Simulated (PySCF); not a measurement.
## Electronic structure of C₃H₇FSi (SMILES C=C[SiH2]CF) in real space

```xyz
12

C     2.2592   -0.2965   -0.2917
C     1.1340   -0.1350    0.3883
Si   -0.3887    0.7779   -0.2334
C    -1.9141   -0.3350    0.1286
F    -2.0219   -0.5635    1.4876
H     3.1093   -0.8282    0.1088
H     2.3807    0.0990   -1.2871
H     1.0742   -0.5574    1.3857
H    -0.3552    0.9892   -1.6840
H    -0.5752    2.0392    0.4905
H    -2.8544    0.1291   -0.1781
H    -1.8468   -1.3196   -0.3414
```

Geometry: GFN2-xTB.

Computed with CAM-B3LYP/def2-SVPD, SCF density, gas phase in PySCF.

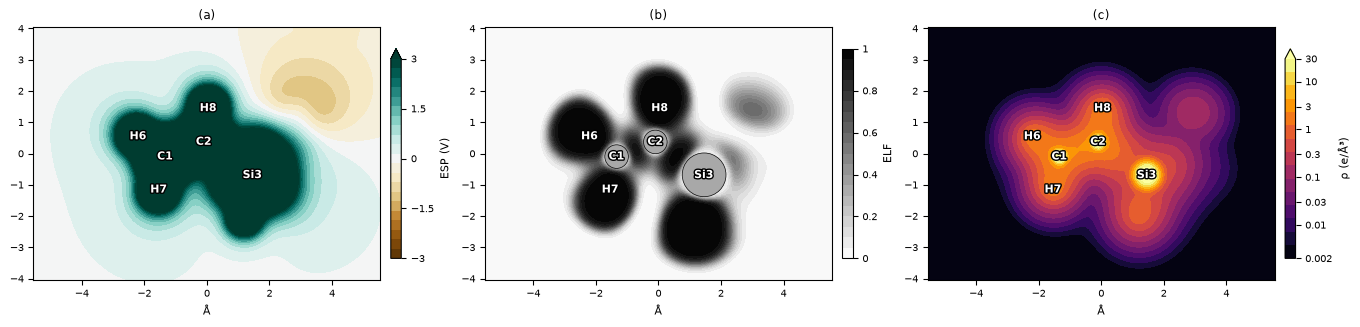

Figure 1. (a) molecular electrostatic potential; (b) ELF; (c) total electron density on the plane of atoms C1, C2 and Si3. Grey discs cover the atomic cores in the ELF map.

**Describe what can be read from this map.**

Atoms in the plane: C, Si and H. C–C (1.32 Å): ρ is about 2.3 e/Å³ halfway; the ELF peaks at about 0.95 between the atoms; a multiple bond. C–Si (1.88 Å): ρ is about 0.96 e/Å³ halfway; the ELF peaks at about 1 between the atoms: a shared electron pair. C–H (1.08 Å): ρ is about 2 e/Å³ halfway; the ELF climbs to about 1 towards the hydrogen, as it does in any bond to H: a covalent bond by its length. Outside the dense part of the molecule the potential is most negative (−1.2 V) near F5, which lies off the plane.

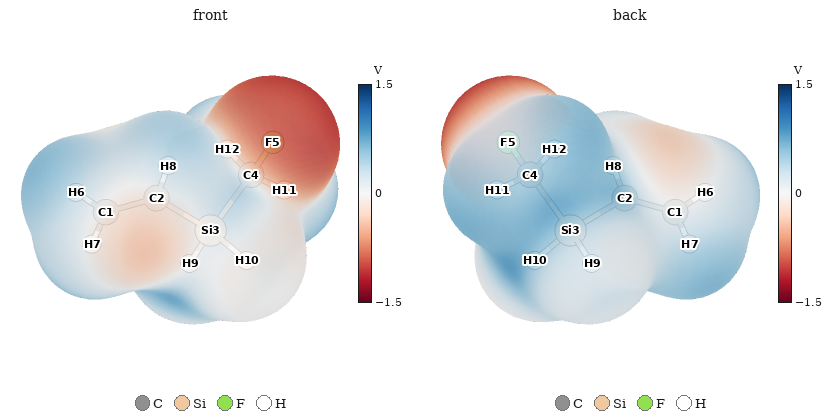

Figure 2. The electrostatic potential painted on the density surface at 0.001 e/bohr³, seen from the front and from behind; the colour scale runs from red (negative) to blue (positive).

**Which sites attract a positive test charge, and which a negative one?**

A positive charge is drawn to the negative regions and a negative charge to the positive ones. The most negative region (about −1.0 V) lies over F5, the most positive (about +0.8 V) over Si3 and C4.

**How polar is the molecule by this calculation?**

Its dipole moment is 1.75 D.
